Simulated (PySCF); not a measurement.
# (ZnO)2 ring (O₂Zn₂): electronic structure

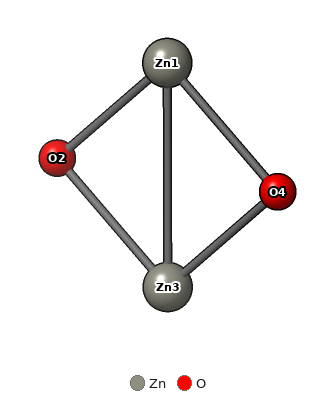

The molecule, with its atoms numbered as below. No frequency check shows the geometry to be a minimum.

Geometry (Å), atoms numbered from 1:

```
Zn1     -1.2189    0.0002    0.0000
O2      -0.0012   -1.3589    0.0000
Zn3      1.2191   -0.0002    0.0000
O4       0.0004    1.3589    0.0000
```

## 1. Bonding charge

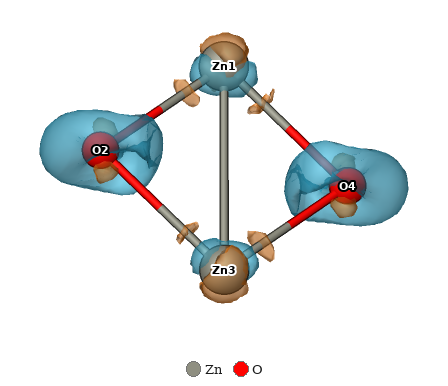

Deformation density (molecule less spherical, spin-averaged free atoms at the same positions), surfaces at ±0.2 e/Å³; light blue: gain, orange: loss.

Level of theory: ωB97X/def2-SVPD (PySCF), at a geometry from GFN2-xTB. This is a single-reference result, which may miss multireference character in this system.

**How much density has each bond gained at its critical point, relative to the free atoms?**

Zn1–O2 and Zn3–O4: +0.01 e/Å³ at the bond critical point (bond length 1.82 Å); up to 0.6 Å beside the axis the gain reaches +0.18 e/Å³. Zn1–O4 and O2–Zn3: +0.01 e/Å³ at the bond critical point (bond length 1.83 Å); up to 0.6 Å beside the axis the gain reaches +0.18 e/Å³. In all, 1.5 electrons gather in the regions of gain relative to the promolecule. A small or negative value marks a very polar bond, one between electron-rich atoms, whose free-atom densities already overlap strongly, a long bond to a heavier atom, or a closed-shell contact such as a hydrogen bond.

## 2. Bond critical points

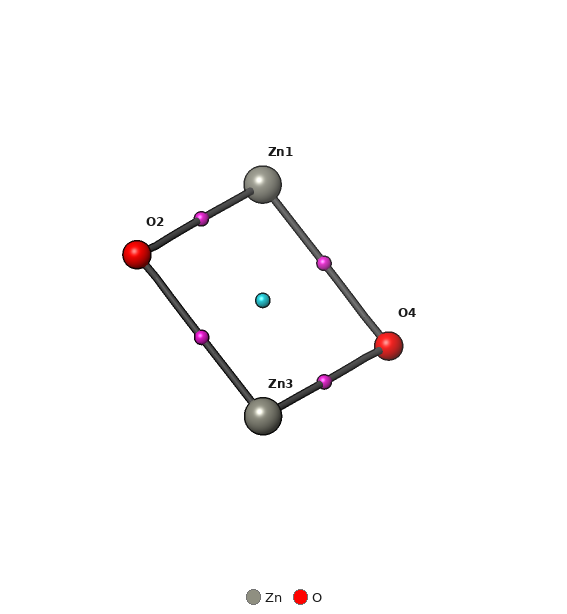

Molecular graph of the electron density (QTAIM): bond paths, bond critical points (magenta), ring points (cyan, if any); weak paths are dashed.

**How many critical points of each kind are there, and does the count close?**

4 nuclei, 4 bond, 1 ring and 0 cage critical points: 4 − 4 + 1 − 0 = 1, as the Poincaré–Hopf relation requires.

**Give the properties at the bond critical points.**

```csv
bond,length (Å),ρ (a.u.),∇²ρ (a.u.),ε,H (a.u.)
Zn1–O2 (2 alike),1.825,0.115,+0.79,0.01,−0.006
Zn1–O4 (2 alike),1.826,0.115,+0.79,0.01,−0.006
```

**What kind of interaction is Zn1–O2?**

Polar or intermediate (positive Laplacian, negative energy density H): ρ = 0.115, ∇²ρ = +0.79, H = −0.006 a.u.

## 3. Electrostatic potential

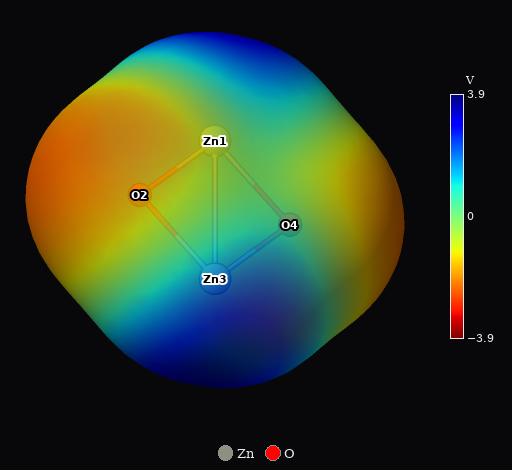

Electrostatic potential on the surface of electron density 0.001 a.u.

**Where are the extremes of the potential on the surface?**

Highest: 3.82 V, 1.7 Å from Zn1, and at like points elsewhere. Lowest: −2.35 V, 1.8 Å from O2, and at like points elsewhere. The surface is sampled at points, so like sites can differ by a few per cent and only the strongest of them is named.

**What volume does the surface enclose, and what is the dipole moment?**

About 83 Å³; the dipole moment is 0.0 D.

## 4. In an electric field

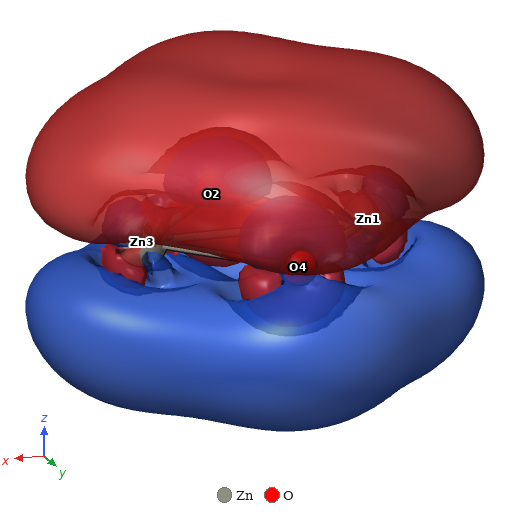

Change of the electron density in a uniform field of 0.21 V/Å, surfaces at ±0.0008 e/Å³ (blue: gain, red: loss).

Computed with PySCF, PBE0/def2-SVPD, geometry: GFN2-xTB. This is a single-reference result, which may miss multireference character in this system.

**Along which Cartesian direction does the field point?**

Along +z: electrons gather on the −z side, against the field.

**How large is the response?**

The induced dipole is 0.42 D (along the field); α along this axis, from the fields in both directions, is 41 bohr³ (6.1 Å³).

**Which atoms gain and lose the most charge?**

Hardly any: no atom's Hirshfeld charge changes by as much as 0.002 e. The density shifts from one side of each atom to the other; 0.047 electrons are displaced in all.
